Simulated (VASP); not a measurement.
Band structure of V3Os (space group Pm-3m). Computed with PBE GGA, VASP's PBE PAW potentials (set 64) (plane waves; VASP).

Unless said otherwise, spin-orbit coupling is left out, though it shifts the bands of the heavy elements here.

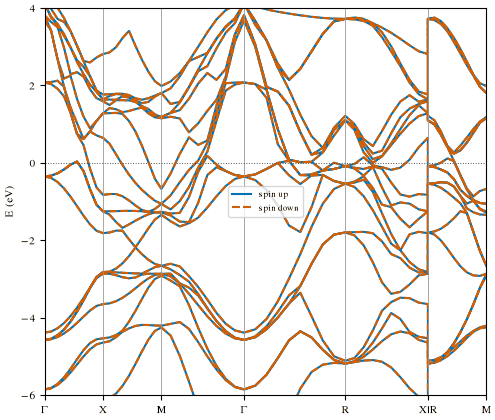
Figure: Bands along high-symmetry lines, zero at the valence-band maximum or, without a gap, the Fermi level

Read the plot: is there a gap, and where are the band edges?

It has no gap at this level: it comes out as a metal or semimetal.

The structure was generated: V3Os was put into an ordered model structure, which need not be its known phase. The cell was not relaxed at this level. The k-mesh is coarse (spacing up to 0.35 per Å, 2π included), so the numbers may not be converged in it.
